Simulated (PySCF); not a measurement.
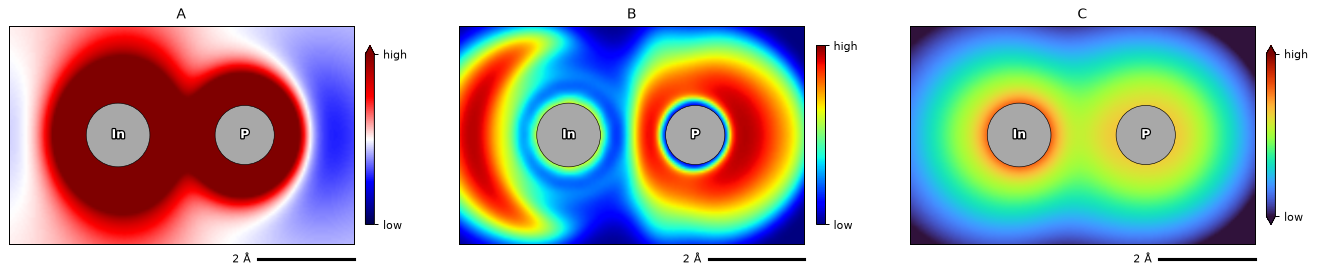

InP (triplet): 3 fields on a plane that holds the molecular axis, with unlabelled colour scales. Grey discs cover the atomic cores.

All numbers below come from PBE0/x2c-SVPall, spin-free X2C-1e, Gaussian nucleus, at a bond length of 2.653 Å (PySCF 2.14.0).

> Match the panels to the quantities (electron density, electron localisation function and electrostatic potential).

Panel A: electrostatic potential (strongly positive close to the atoms, with negative regions outside electron-rich atoms). Panel B: electron localisation function. Panel C: electron density. From the grid: In–P (2.65 Å): ρ at the midpoint is about 0.39 e/Å³; the ELF peaks at about 0.90 in the valence shell of P, 1.0 Å from its nucleus, and drops to about 0.20 between the two atoms.
